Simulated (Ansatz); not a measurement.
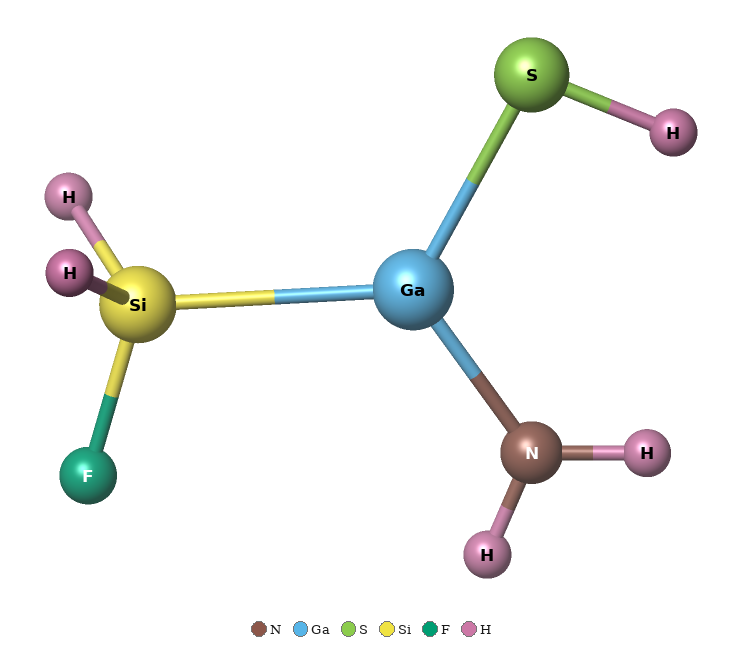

The picture shows a molecular structure as a ball-and-stick model.

The computed structure is the end point of a PBE0-D4/def2-TZVP optimisation.

Question: Which formula does it have?

Answer: FGaH₅NSSi, 10 atoms: 1 fluorine, 1 gallium, 5 hydrogen, 1 nitrogen, 1 sulfur and 1 silicon.

Question: Write the SMILES.

Answer: [NH2][Ga]([SH])[SiH2]F

Question: Name functional groups in it.

Answer: Among them: Si–H bond.

Question: How many bonds of each kind are drawn?

Answer: 2 N–H, 2 Si–H, 1 Ga–N, 1 Ga–S, 1 Ga–Si, 1 F–Si, 1 S–H.

More results for the same structure follow; atom numbers are the same in all pictures, views and colours differ.

### Electronic properties

Level of theory: RKS revPBE-D4/def2-TZVPP (Ansatz 0.2.0).

Question: Give the HOMO energy (Kohn–Sham orbital) at this level.

Answer: −5.93 eV.

Question: Estimate the HOMO–LUMO gap.

Answer: 4.22 eV.

Question: What is the dispersion correction?

Answer: −59.6 kJ/mol.

### Vibrations

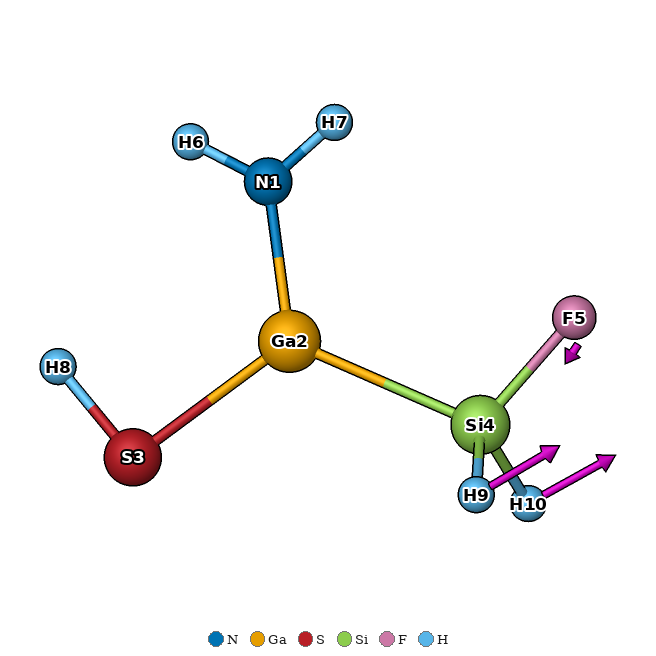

The arrows show one normal mode. Harmonic vibrations computed with RKS PBE0-D4/def2-TZVP (Ansatz 0.2.0) at a stationary point of the same level.

Question: At what wavenumber does it lie?

Answer: 844 cm⁻¹; it is mode 16 of 24 counted from the lowest.

### Charges

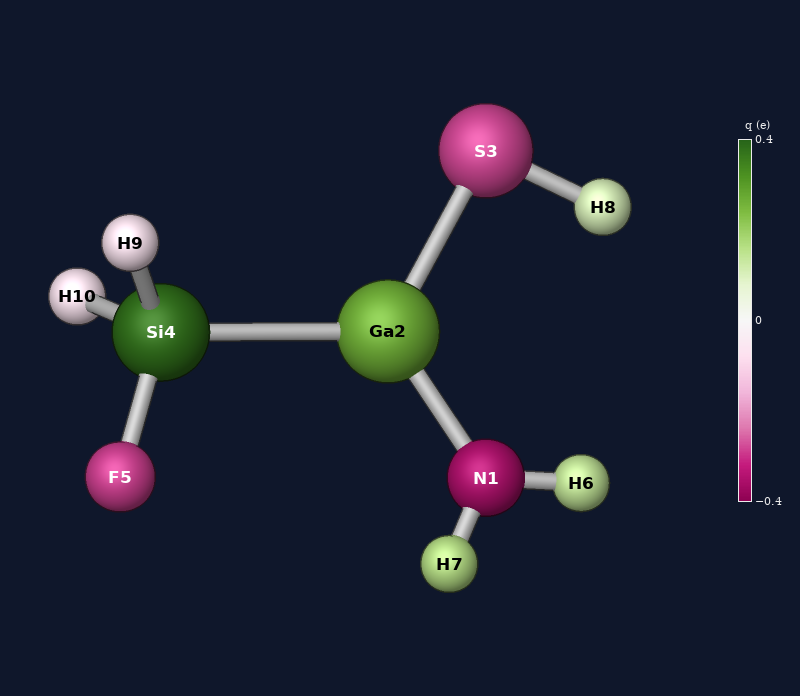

Atoms are coloured by their Mulliken charges. Level of theory: RKS PBE-D4/def2-TZVPP (Ansatz 0.2.0).

Question: Which atom carries the highest charge (most positive or least negative)?

Answer: Si4 (0.38 e).

Question: And the lowest?

Answer: N1 (−0.35 e).

List the Mulliken charges.

```csv
atom,value (e)
N1,−0.35
Ga2,0.26
S3,−0.28
Si4,0.38
F5,−0.29
H6,0.14
H7,0.16
H8,0.10
H9,−0.06
H10,−0.06
```

Mulliken values depend strongly on the basis set and can even reverse the polarity of a bond.
